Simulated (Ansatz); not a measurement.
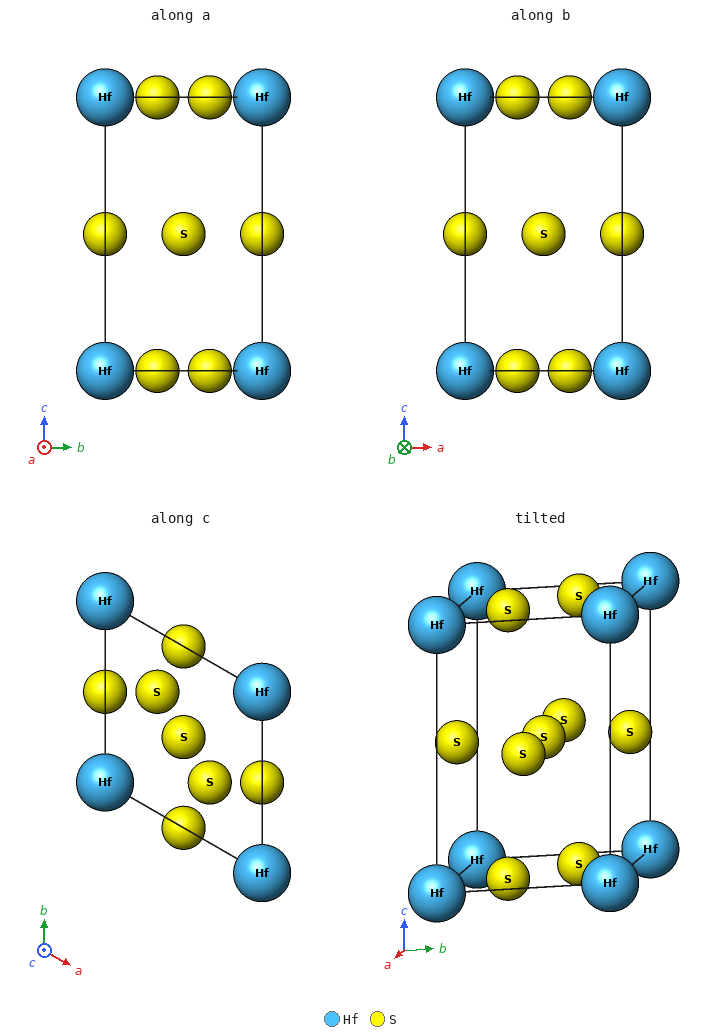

This spheres-only model is shown along the a axis, along the b axis, along the c axis and slightly off an axis. The lines enclose the conventional unit cell; boundary atoms appear with their images.

Lattice parameters: a = 4.642 Å, b = 4.642 Å, c = 7.001 Å, α = 90.00°, β = 90.00°, γ = 120.00°. Put a along x and b in the xy plane.

Question: Set out the cell and atoms as a POSCAR file.

Answer:
```
Hf S
1.0
     4.642    0.000    0.000
    -2.321    4.020    0.000
     0.000    0.000    7.001
Hf S
1 5
Direct
  0.0000 0.0000 0.0000
  0.5000 0.0000 0.5000
  0.5000 0.5000 0.5000
  0.0000 0.5000 0.5000
  0.3333 0.6667 0.0000
  0.6667 0.3333 0.0000
```

Origin of the cell: a structure type filled with these elements by a generator (whether the compound takes this form wasn't checked). This is the structure after a relaxation with Ansatz, DFT PBE, scalar-relativistic, plane waves, PAW.
